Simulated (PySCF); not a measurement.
```yaml
atoms:
  - { symbol: C, position_ang: [-2.0619, 0.3259, -0.0888] }
  - { symbol: C, position_ang: [-0.7979, 0.9439, 0.5185] }
  - { symbol: C, position_ang: [0.1435, -0.1214, 0.9678] }
  - { symbol: F, position_ang: [-0.1672, -0.6025, 2.1938] }
  - { symbol: C, position_ang: [1.1842, -0.6642, 0.3340] }
  - { symbol: C, position_ang: [1.6453, -0.2820, -0.9879] }
  - { symbol: N, position_ang: [2.6105, -0.7813, -1.6274] }
  - { symbol: H, position_ang: [-2.7621, 1.1093, -0.3664] }
  - { symbol: H, position_ang: [-2.5449, -0.3317, 0.6299] }
  - { symbol: H, position_ang: [-1.8127, -0.2529, -0.9751] }
  - { symbol: H, position_ang: [-0.3117, 1.5911, -0.2104] }
  - { symbol: H, position_ang: [-1.0737, 1.5428, 1.3896] }
  - { symbol: H, position_ang: [1.7366, -1.4520, 0.8319] }
  - { symbol: H, position_ang: [1.1063, 0.5142, -1.4917] }
  - { symbol: H, position_ang: [3.1014, -1.5312, -1.1396] }
```

Geometry: GFN2-xTB.

The calculation used CAM-B3LYP/def2-SVPD, SCF density, gas phase (PySCF 2.14.0).

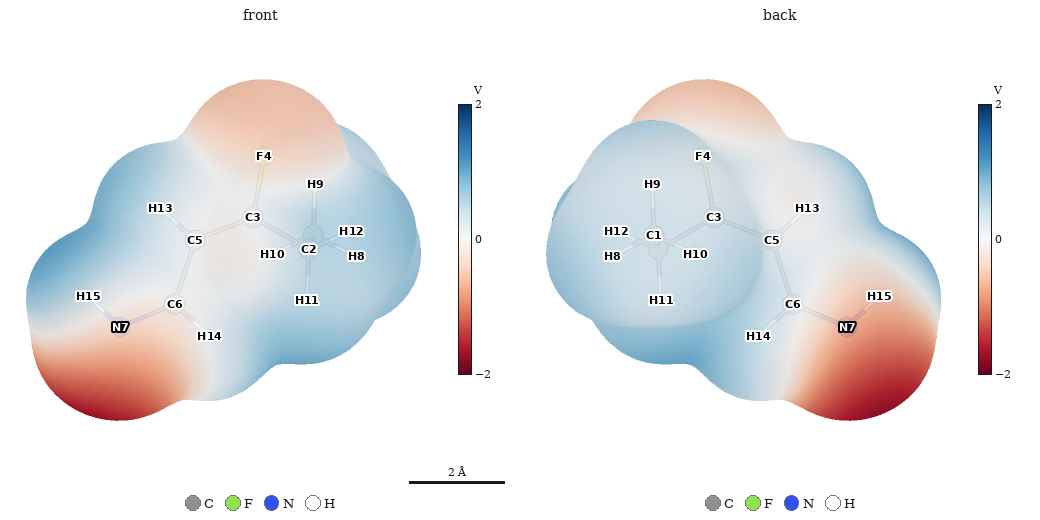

C₅H₈FN (SMILES [H]/N=C\C=C(\F)CC). The molecular electrostatic potential painted on the density surface at 0.001 e/bohr³, seen from the front and from behind; red is negative and blue positive.

Describe the electrostatic potential map.

The most negative region (about −1.7 V) lies over N7, the most positive (about +1.0 V) over H15. N7 is the likeliest acceptor of a hydrogen bond.

How polar is the molecule by this calculation?

Its dipole moment is 2.20 D.
